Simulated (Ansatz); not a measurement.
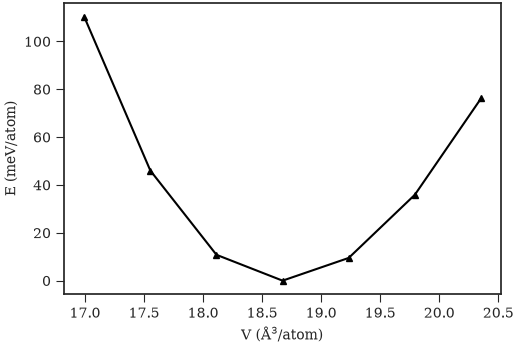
Figure. LaPt5 in space group P6/mmm (No. 191; Pt on 2c, Pt on 3g, La on 1a) under volume change, r²SCAN (plane waves, PAW; program Ansatz), shape and atoms relaxed at each volume.

What does a third-order Birch–Murnaghan fit give for V₀, B₀ and B′?

V₀ = 18.67 Å³/atom, B₀ = 193 GPa, B′ = 5.1.

The workflow started from an entry of the Crystallography Open Database (COD). Its standing as an ambient phase is unchecked. The cell was relaxed with r²SCAN under the symmetry of its start; its stability against distortions is not shown here. The run is not spin-polarised. Spin–orbit coupling is left out wherever it is not named.

Potentials: the later of the program's two PAW sets.
